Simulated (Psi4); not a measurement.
**HF (hydrogen fluoride): B3LYP/may-cc-pVTZ (sweep point 7)**

What is the vertical ionisation energy of HF (hydrogen fluoride) at B3LYP/may-cc-pVTZ (sweep point 7)? Input form: a Python script.

The calculation is run with Psi4 1.11.

## 1. The structure to begin with

HF has 2 atoms, charge 0, and is taken as a singlet. SMILES: `F`. Geometry: relaxed at PBE0-D4/def2-TZVP.

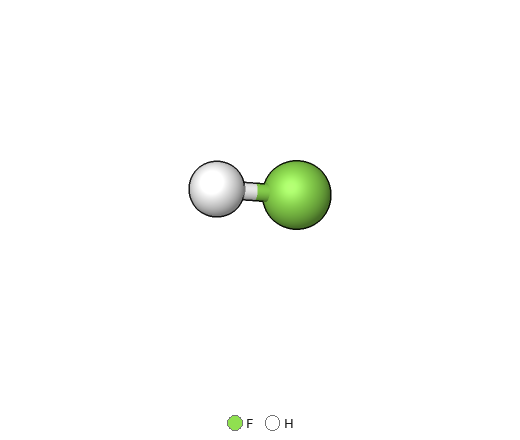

The structure, seen from a chosen angle (fluorine green, hydrogen white).

## 2. A single-point energy at B3LYP/may-cc-pVTZ (sweep point 7)

The input, job.py:

```python
import psi4

psi4.set_memory(1600000000)
psi4.set_num_threads(1)
psi4.set_output_file('psi4.out', False)

molecule = psi4.geometry("""
0 1
F     -0.390000     0.144600    -0.196400
H      0.390000    -0.144600     0.196400
units angstrom
symmetry c1
""")

options = {'basis': 'may-cc-pVTZ', 'puream': True, 'scf_type': 'pk', 'dft_radial_points': 99, 'dft_spherical_points': 590}
psi4.set_options(options)

e = psi4.energy("b3lyp", molecule=molecule)
print('E =', round(e, 9))
for k, v in sorted(psi4.core.scalar_variables().items()):
    print(f'{k:45s} {v:18.10f}')
```

The run is started by

```
$ python job.py
```

psi4.out:

```text
[...]
  Running in c1 symmetry.
[...]
  Nuclear repulsion =    5.176952311050555
[...]
  Multiplicity = 1
[...]
  Nalpha       = 5
  Nbeta        = 5
[...]
    Number of basis functions: 48
[...]
   @RKS iter   1:  -100.42905392261541   -1.98332e-01   9.41651e-03 ADIIS/DIIS
[...]
   @RKS iter   6:  -100.48968235240493   -7.09839e-08   4.79025e-07 DIIS
[...]
    Orbital Energies [Eh]
    ---------------------
    Doubly Occupied:
       1A    -24.687856     2A     -1.210916     3A     -0.559733
       4A     -0.424178     5A     -0.424178
[...]
  @RKS Final Energy:  -100.48968235240493
   => Energetics <=
    Nuclear Repulsion Energy =              5.1769523110505551
    One-Electron Energy =                -150.4490889718246649
    Two-Electron Energy =                  53.5268164567527336
    DFT Exchange-Correlation Energy =      -8.7443621483835461
    Empirical Dispersion Energy =           0.0000000000000000
    VV10 Nonlocal Energy =                  0.0000000000000000
    Total Energy =                       -100.4896823524049410
[...]
 Multipole Moments:
 ------------------------------------------------------------------------------------
     Multipole            Electronic (a.u.)      Nuclear  (a.u.)        Total (a.u.)
 ------------------------------------------------------------------------------------
 L = 1.  Multiply by 2.5417464519 to convert [e a0] to [Debye]
 Dipole X            :         -0.0000000           -0.0000000           -0.0000000
 Dipole Y            :          0.0000000            0.0000000            0.0000000
 Dipole Z            :         -0.1310418            0.8627082            0.7316664
 Magnitude           :                                                    0.7316664
[...]
```

On the terminal:

```text
E = -100.489682352
CURRENT ENERGY                                   -100.4896823524
CURRENT REFERENCE ENERGY                         -100.4896823524
DD SOLVATION ENERGY                                 0.0000000000
DFT FUNCTIONAL TOTAL ENERGY                      -100.4896823524
DFT TOTAL ENERGY                                 -100.4896823524
DFT VV10 ENERGY                                     0.0000000000
DFT XC ENERGY                                      -8.7443621484
GRID ELECTRONS ALPHA                                5.0000000019
GRID ELECTRONS BETA                                 5.0000000019
GRID ELECTRONS TOTAL                               10.0000000038
NUCLEAR REPULSION ENERGY                            5.1769523111
ONE-ELECTRON ENERGY                              -150.4490889718
PCM POLARIZATION ENERGY                             0.0000000000
PE ENERGY                                           0.0000000000
SCF ITERATION ENERGY                             -100.4896823524
SCF ITERATIONS                                      6.0000000000
SCF TOTAL ENERGY                                 -100.4896823524
TWO-ELECTRON ENERGY                                53.5268164568
XC GRID RADIAL POINTS                              99.0000000000
XC GRID SPHERICAL POINTS                          590.0000000000
XC GRID TOTAL POINTS                           114648.0000000000
```

Run time: 2 s. Hardware: 1 thread of INTEL XEON PLATINUM 8581C at 2.30GHz (Emerald Rapids), shared host; peak memory 0.4 GiB.

## 3. The doublet cation, same level

The input, job.py:

```python
import psi4

psi4.set_memory(1600000000)
psi4.set_num_threads(1)
psi4.core.set_output_file('psi4.out', False)

geom = psi4.geometry("""
1 2
F     -0.390000     0.144600    -0.196400
H      0.390000    -0.144600     0.196400
units angstrom
symmetry c1
""")

psi4.set_options({
    'basis': 'may-cc-pVTZ',
    'reference': 'uks',
    'puream': True,
    'scf_type': 'pk',
    'dft_radial_points': 99,
    'dft_spherical_points': 590,
    'maxiter': 150,
})

E, wfn = psi4.energy('B3LYP', molecule=geom, return_wfn=True)
print(f'total energy {E:.8f} hartree = {E * 27.211386:.5f} eV')
```

The run is started by

```
$ python job.py
```

psi4.out:

```text
[...]
  Running in c1 symmetry.
[...]
  Nuclear repulsion =    5.176952311050555
[...]
  Multiplicity = 2
[...]
  Nalpha       = 5
  Nbeta        = 4
[...]
    Number of basis functions: 48
[...]
   @UKS iter   1:   -99.86767506439170    3.63047e-01   4.99728e-03 ADIIS/DIIS
[...]
   @UKS iter   7:   -99.88979122925994   -2.32413e-08   3.53645e-07 DIIS
[...]
   @S^2 Observed:                7.517213962E-01
[...]
    Orbital Energies [Eh]
    ---------------------
    Alpha Occupied:
       1A    -25.358973     2A     -1.826689     3A     -1.121798
       4A     -1.092601     5A     -0.999461
    Alpha Virtual:
       6A     -0.332566     7A     -0.137075     8A     -0.132343
       9A     -0.125354    10A     -0.055621    11A      0.133748
      12A      0.305279    13A      0.320061    14A      0.443545
      15A      0.495013    16A      0.527166    17A      0.893724
      18A      1.005643    19A      1.363736    20A      1.364404
      21A      1.673726    22A      1.674649    23A      1.717520
      24A      2.412582    25A      2.797416    26A      2.797775
[...]
  @UKS Final Energy:   -99.88979122925994
   => Energetics <=
    Nuclear Repulsion Energy =              5.1769523110505551
    One-Electron Energy =                -144.5825567669473344
    Two-Electron Energy =                  47.9227850506554560
    DFT Exchange-Correlation Energy =      -8.4069718240186031
    Empirical Dispersion Energy =           0.0000000000000000
    VV10 Nonlocal Energy =                  0.0000000000000000
    Total Energy =                        -99.8897912292599415
[...]
 Multipole Moments:
 ------------------------------------------------------------------------------------
     Multipole            Electronic (a.u.)      Nuclear  (a.u.)        Total (a.u.)
 ------------------------------------------------------------------------------------
 L = 1.  Multiply by 2.5417464519 to convert [e a0] to [Debye]
 Dipole X            :         -0.0000000           -0.0000000           -0.0000000
 Dipole Y            :          0.0000000            0.0000000            0.0000000
 Dipole Z            :          0.0417640            0.8627082            0.9044722
 Magnitude           :                                                    0.9044722
[...]
```

Standard output:

```text
total energy -99.88979123 hartree = -2718.13967 eV
```

Run time: 2.7 s. Hardware: 1 thread of INTEL XEON PLATINUM 8581C at 2.30GHz (Emerald Rapids), shared host; peak memory 0.4 GiB.

## 4. Outcome

At B3LYP/may-cc-pVTZ (sweep point 7):

| quantity | value |
| --- | --- |
| singlet HF: total energy | -100.48968 Eh |
| singlet HF: dipole moment | 1.86 D |
| singlet HF: HOMO energy | -11.54 eV |
| singlet HF: LUMO energy | 0.37 eV |
| singlet HF: HOMO–LUMO gap | 11.91 eV |
| doublet cation: total energy | -99.88979 Eh |
| doublet cation: HOMO energy (highest over α and β) | -26.29 eV |
| doublet cation: LUMO energy (lowest over α and β) | -21.23 eV |
| doublet cation: ⟨S²⟩ | 0.752 |
| vertical ionisation energy (to the doublet cation) | 16.324 eV |

The vertical ionisation energy comes to 16.32 eV (376 kcal/mol). The negative HOMO energy of the first species, 11.54 eV, lies 4.78 eV below that difference.
